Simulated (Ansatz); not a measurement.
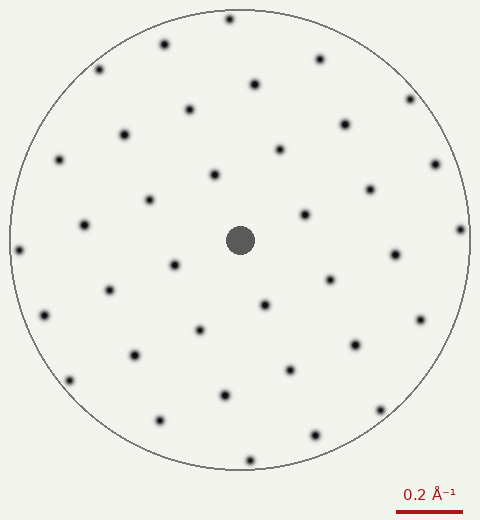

Simulated LEED pattern at 110 eV and normal incidence, from the upper face of a slab model. Spot positions follow from the surface net; brightness is a rough single-scattering estimate from the outer layers, good only for telling present from absent.

Q: Find the real-space surface cell from the pattern.

A: The spots form a square reciprocal net with shortest vectors 0.212 and 0.212 Å⁻¹ at 90.0°. The primitive real-space mesh has edges 4.72 and 4.72 Å at 90.0° (or its supplement) and area 22.3 Å².

The slab has composition KGeIr (3 atoms a cell, 2.2 Å thick). Structure: coordinates from a relaxation with DFT PBE, scalar-relativistic, plane waves, PAW in Ansatz; the starting structure was generated, so it need not be a known form of this composition.
